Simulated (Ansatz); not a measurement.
## Electronic structure of C$_{2}$H$_{3}$Au in real space

Input

```
basis:
  gaussian:
    orbitals: def2-TZVPD
crystal:
  periodic: [false, false, false]
  atoms:
    - {symbol: C, position_ang: [-0.337931, -0.809345, 0.088381]}
    - {symbol: C, position_ang: [-0.962879, 0.172889, -0.307772]}
    - {symbol: Au, position_ang: [1.200473, 0.587438, -0.784120]}
    - {symbol: H, position_ang: [0.024662, -1.741559, 0.493722]}
    - {symbol: H, position_ang: [-1.677124, 0.933030, -0.584972]}
    - {symbol: H, position_ang: [2.561660, 1.253508, -1.280118]}
hamiltonian:
  xc: pbe0
output:
  forces: true
  orbitals: {seedname: orbitals}
```

Launched as:

```sh
ansatz run input.yaml --threads 1 --pin off --max-ram 2610MiB --events-out events.jsonl --progress --plain --runs-dir runs
```

Geometry: PBE0-D3(BJ)/def2-SVP; core potentials replace the inner electrons of Au.

All numbers below come from isolated molecule in a Gaussian basis; Kohn-Sham density functional theory, functional PBE0 (Ansatz 0.2.0).

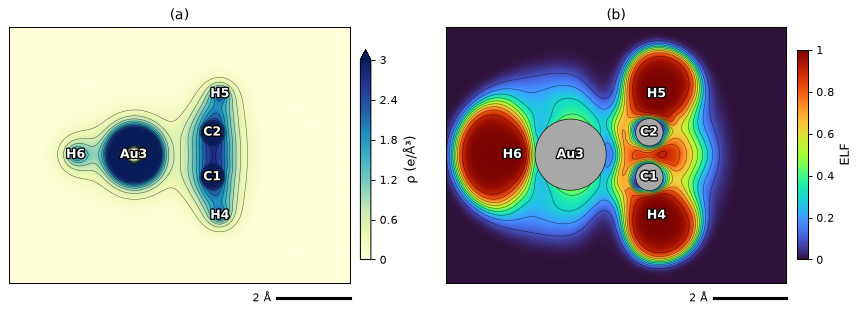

Figure 1. (a) electron density; (b) electron localisation function on the molecular plane. Grey discs cover the atomic cores in the ELF map.

Q: Read the bonding off the picture.

A: Atoms in the plane: C, Au and H.
C–C (1.23 Å): the density is about 2.7 e/Å³ at the midpoint; the ELF peaks at about 0.85 between the atoms (a multiple bond).
C–Au (2.25 Å): ρ is about 0.58 e/Å³ halfway; the ELF peaks at about 0.70 in the valence shell of C, 0.7 Å from its nucleus, and is about 0.20 at the midpoint.
C–H (1.08 Å): the density is about 2.1 e/Å³ at the midpoint; the ELF climbs to about 1 towards the hydrogen, as it does in any bond to H: a covalent bond by its length.
Au–H (1.59 Å): ρ is about 2.2 e/Å³ halfway; the ELF climbs to about 1 towards the hydrogen.

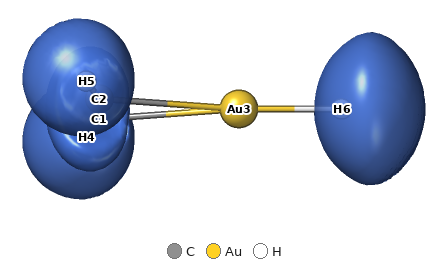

Figure 2. Isosurface of the electron localisation function at 0.8 (blue), seen from one side. Only the valence region is drawn (cores and ρ < 0.01 e/Å³ removed).

Q: Describe the localisation domains.

A: The surface consists of one region between bonded C–C atoms (shared pairs) and three regions around hydrogen nuclei.

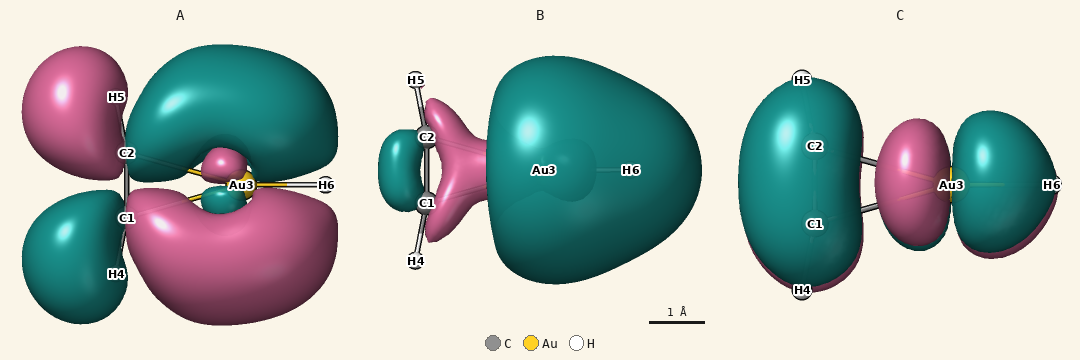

Figure 3. Three frontier orbitals at ±0.06 Å⁻³ᐟ² (teal and pink are the two phases), in no order.

Q: Order the three orbitals by energy and name them.

A: C is the HOMO−1 (−8.24 eV). By Hirshfeld shares it lies mainly on Au3 (about 65 %), C1 (about 15 %) and C2 (about 15 %). B is the HOMO (−7.10 eV). By Hirshfeld shares it lies mainly on Au3 (about 75 %) and H6 (about 20 %). A is the LUMO (−1.34 eV). Its weight (Hirshfeld) is mainly on Au3 (about 40 %), C1 (about 25 %), C2 (about 25 %), H4 (about 5 %) and H5 (about 5 %); it is symmetric in the molecular plane (an in-plane orbital: σ, lone-pair or in-plane π type).

Q: What is the HOMO–LUMO gap?

A: 5.76 eV between the orbital energies.
